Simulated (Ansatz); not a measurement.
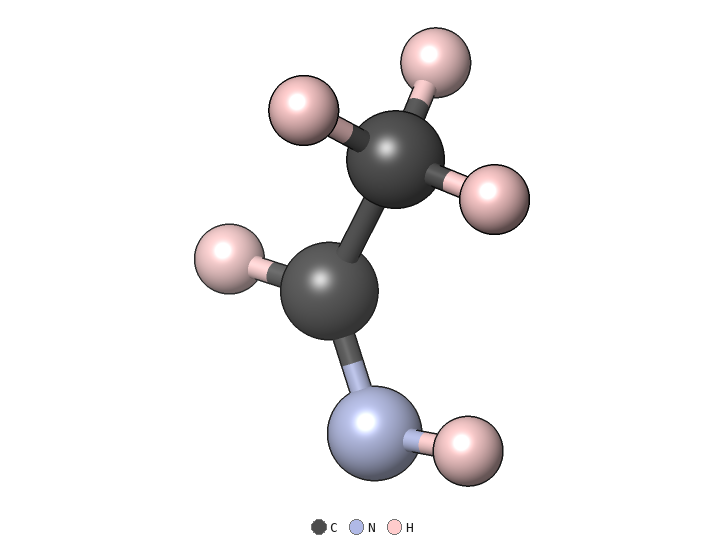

Rendered structure (ball-and-stick style).

Computed geometry: PBE0-D4/def2-TZVP optimisation.

What is the molecular formula?

Answer. C₂H₅N, 8 atoms: 2 carbon, 5 hydrogen and 1 nitrogen.

Write the SMILES.

Answer. [H]/N=C\C

Does it have rings?

Answer. It has no ring.

The parts below concern this one geometry. Atoms keep their numbers from picture to picture.

## Symmetry

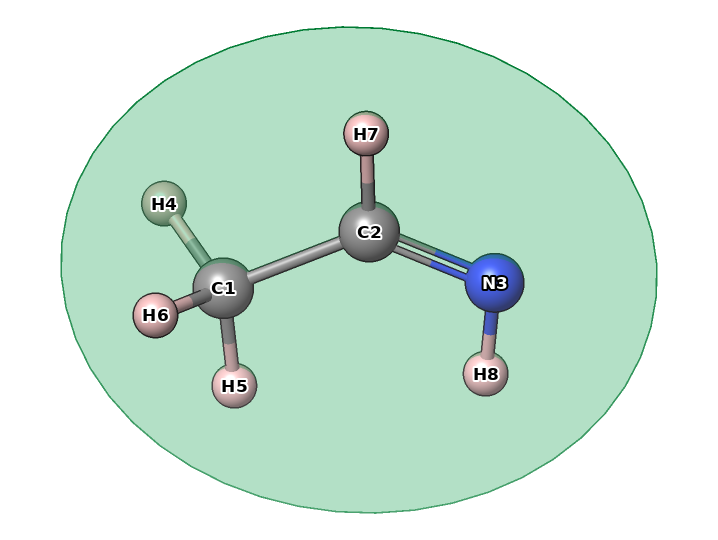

A disc through the centre of mass is drawn in. Depth is shown by fading: the farther an atom, the more it takes the colour of the background.

Is the plane of the disc a mirror plane of the structure?

Answer. Yes. The reflection leaves C1, C2, N3, H5, H7, H8 in place and moves H4 ↔ H6. The point group is Cs.

## Electronic properties

Properties computed with RKS revPBE-D4/def2-TZVPP (Ansatz 0.2.0).

Estimate the HOMO energy (Kohn–Sham orbital).

Answer. −5.98 eV.

Give the HOMO–LUMO gap at this level.

Answer. 4.92 eV.

Estimate the dispersion correction.

Answer. −35.1 kJ/mol.

## Dipole moment

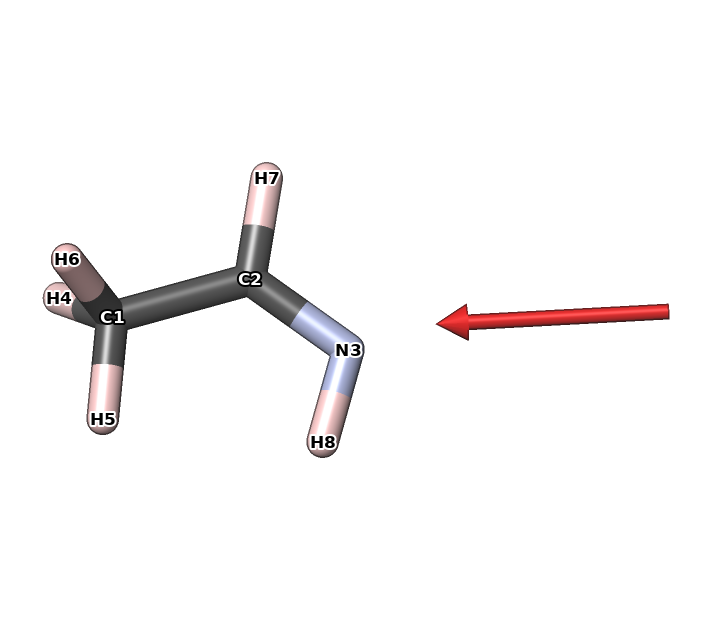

The arrow beside the molecule shows the direction of the dipole moment, from the negative to the positive end (its length means nothing). Properties computed with RKS PBE0-D4/def2-TZVP (Ansatz 0.2.0).

How large is the dipole moment?

Answer. 2.55 D; it points from the side of N3 to the side of H4, H6 (the outermost atoms at the two ends).

## Vibrations

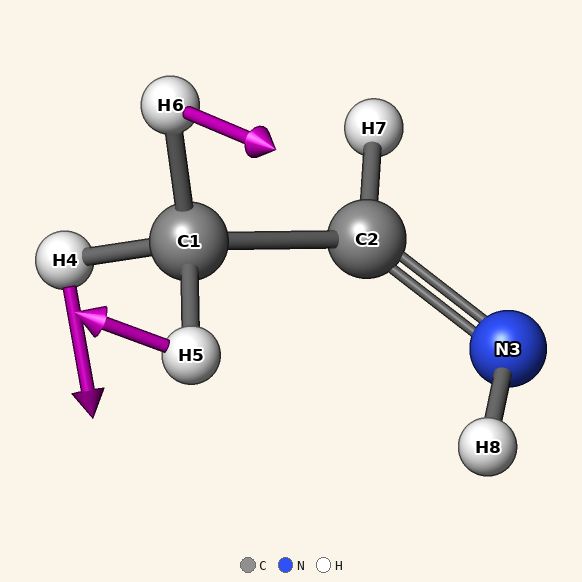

The arrows show one normal mode. Harmonic vibrations computed with RKS PBE0-D4/def2-TZVP (Ansatz 0.2.0) at a stationary point of the same level.

What kind of motion is it?

Answer. Mostly H–C–H bending.

At what wavenumber does it lie?

Answer. 1468 cm⁻¹; it is mode 12 of 18 counted from the lowest.
